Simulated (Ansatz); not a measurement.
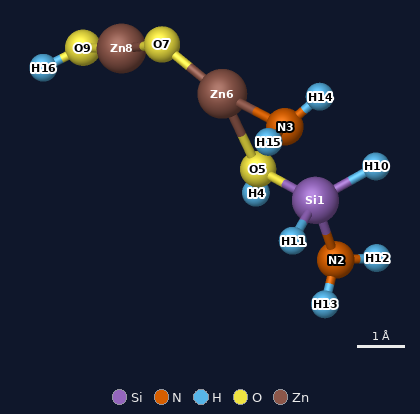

Figure 1. The input geometry (ball-and-stick view, seen at a tilt; atoms are numbered from 1 in the order of the input). Sticks mark near contacts. Bond lengths as drawn: H–N 1.01 Å, H–O 0.96 Å, H–Si 1.49 Å, N–Si 1.77 Å, N–Zn 1.92 Å, O–Si 1.73 Å and O–Zn 1.75 to 2.08 Å.

# Single-point calculation of Zn2SiN2H8O3

- system: Zn2SiN2H8O3
- method: RKS PBE0-D4/def2-TZVPP (Ansatz 0.2.0)

The geometry is the reactant side of a reaction. The reaction was set up to form Si1–O5 and N2–H4 and to break Si1–N2 and H4–O5 (atoms counted from 1 in the order of the input); sticks are drawn by distance alone. The geometry comes from this level: PBE0-D4/def2-TZVP.

## Log
```
Functional definition: PBE0
  name "PBE0"
  cite "Adamo & Barone, J. Chem. Phys. 110, 6158 (1999) doi:10.1063/1.478522"
  cite "Perdew, Burke & Ernzerhof, Phys. Rev. Lett. 77, 3865 (1996) doi:10.1103/PhysRevLett.77.3865"
  parent pbe
  parameter a = 0.25
  parameter kappa = 0.804
  parameter beta = 0.06672455060314922
  exchange = (1 - a)*pbe_x(kappa = kappa, mu = beta*pi^2/3) + a*exact_x
  correlation = pbe_c(beta = beta)
2694 factors; their error is unknown
mean field evaluation 1: about -113921.7723 eV, gradient 1.3e2 eV
mean field evaluation 2: about -113833.2565 eV, gradient 2.5e2 eV
mean field evaluation 4: about -113949.5470 eV, gradient 2.1e1 eV
mean field evaluation 8: about -113950.2734 eV, gradient 4.8e-1 eV
mean field evaluation 16: about -113950.4753 eV, gradient 4.8e-3 eV
mean field -113950.47525427 eV, -4187.6027271881 hartree, gradient 1.9e-5 eV, S^2 0.000000; 0 other end points of the search recorded, 0 dependent functions left out
reference -113950.47530408 eV, -4187.6027290188 hartree; 60, 60 occupied and 377, 377 virtual orbitals, 2694 factors
Total energy: -113950.81300725 eV, -4187.6151393812 hartree
```

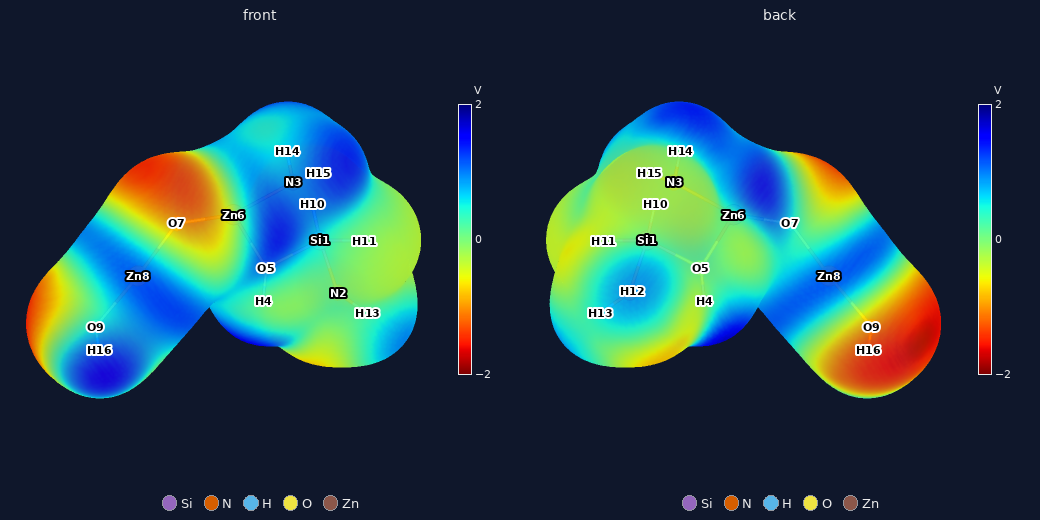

Figure 2. The molecular electrostatic potential painted on the density surface at 0.001 e/bohr³, seen at a tilt and from behind; red is negative and blue positive.

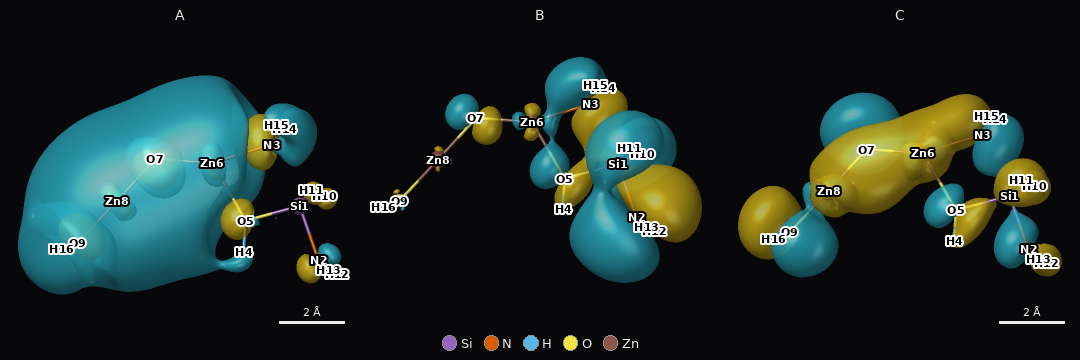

Figure 3. Three frontier orbitals at ±0.04 Å⁻³ᐟ² (yellow and cyan are the two phases). C is the HOMO−1 (−7.70 eV). It lies mainly on O7 (50 %), O9 (20 %), Zn8 (10 %) and Zn6 (10 %). B is the HOMO (−6.62 eV). A is the LUMO (−1.03 eV). Its weight (Hirshfeld) is mainly on Zn8 (40 %), Zn6 (25 %), O7 (10 %) and O9 (10 %). The HOMO–LUMO gap is 5.59 eV between the orbital energies.

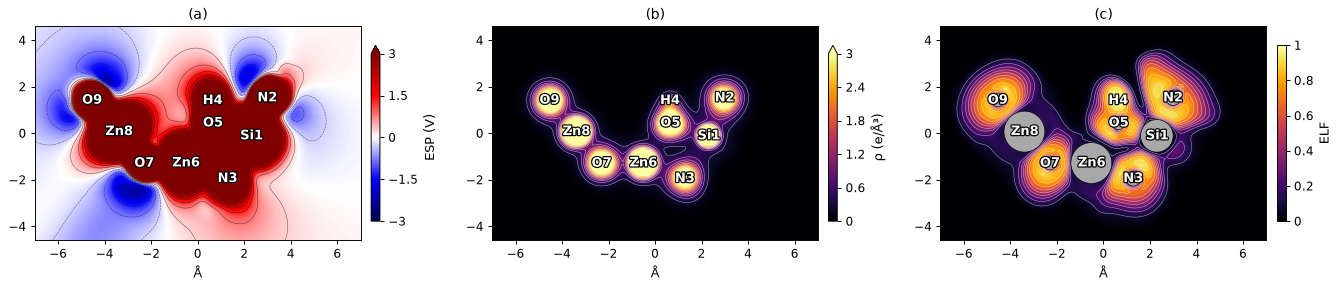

Figure 4. (a) molecular electrostatic potential; (b) total electron density; (c) electron localisation function on the plane of atoms Zn6, O7 and Zn8. Grey discs, where drawn, cover atomic cores. Zn–O (1.75 Å): ρ at the midpoint is about 0.99 e/Å³; the ELF peaks at about 0.80 in the valence shell of O, 0.5 Å from its nucleus, and is about 0.20 at the midpoint. Zn–N (1.92 Å): ρ at the midpoint is about 0.74 e/Å³; the ELF peaks at about 0.90 in the valence shell of N, 0.6 Å from its nucleus, and is about 0.25 at the midpoint. O–H (0.96 Å): ρ is about 3.8 e/Å³ halfway, with its minimum of 2.5 e/Å³ about 0.8 Å from O; the ELF climbs to about 1 towards the hydrogen, as it does in any bond to H; a covalent bond by its length.

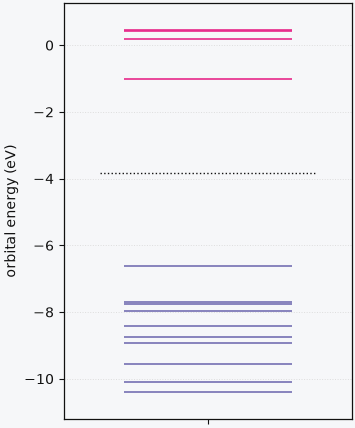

Figure 5. Orbital energies near the frontier; the dotted line parts filled from empty levels, and levels within 0.02 eV of each other stand side by side. Highest filled −6.62 eV, lowest empty −1.03 eV, 5.59 eV apart.

The run was set up as follows.

## Input
```yaml
crystal:
  periodic: [false, false, false]
  atoms:
    - {symbol: Si, position_ang: [-1.391871, 0.629771, -0.974492]}
    - {symbol: N, position_ang: [-1.264721, 0.100616, -2.659466]}
    - {symbol: N, position_ang: [-1.367442, 1.148643, 1.058612]}
    - {symbol: H, position_ang: [0.432642, -0.650989, -1.211745]}
    - {symbol: O, position_ang: [0.046605, -0.188919, -0.460478]}
    - {symbol: Zn, position_ang: [0.227410, 0.208666, 1.573974]}
    - {symbol: O, position_ang: [1.536926, -0.404612, 2.613789]}
    - {symbol: Zn, position_ang: [2.892261, -1.418349, 2.172688]}
    - {symbol: O, position_ang: [4.217036, -2.533584, 1.794990]}
    - {symbol: H, position_ang: [-2.672259, -0.062788, -0.643532]}
    - {symbol: H, position_ang: [-1.240240, 2.095611, -1.213749]}
    - {symbol: H, position_ang: [-1.917643, -0.576979, -3.019860]}
    - {symbol: H, position_ang: [-1.027567, 0.768952, -3.375294]}
    - {symbol: H, position_ang: [-2.207175, 0.839870, 1.535912]}
    - {symbol: H, position_ang: [-1.321833, 2.152988, 1.191126]}
    - {symbol: H, position_ang: [5.057773, -2.108897, 1.617424]}
basis:
  gaussian: {orbitals: def2-TZVPP}
hamiltonian: {xc: pbe0, dispersion: d4}
output: {orbitals: {seedname: orbitals}}
```

Run as:
```bash
ansatz run in.yaml --threads 5 --pin off --events-out ev --progress --plain --max-ram 66560MiB --backend cuda --devices 0, --max-vram 37GiB
```

## Key numbers

| quantity | value |
| --- | --- |
| outcome | converged |
| total energy | −113950.8130 eV |
| mean-field energy | −113950.4753 eV |
| dispersion energy | −0.3377 eV |
| SCF solution under orbital rotations | stable |
| HOMO | −6.62 eV |
| LUMO | −1.03 eV |
| hardware | 5 CPU threads, shared host |
| wall time | 7 s (CPU time 4.4 s; the host was busy) |
| peak memory | 1.1 GiB |
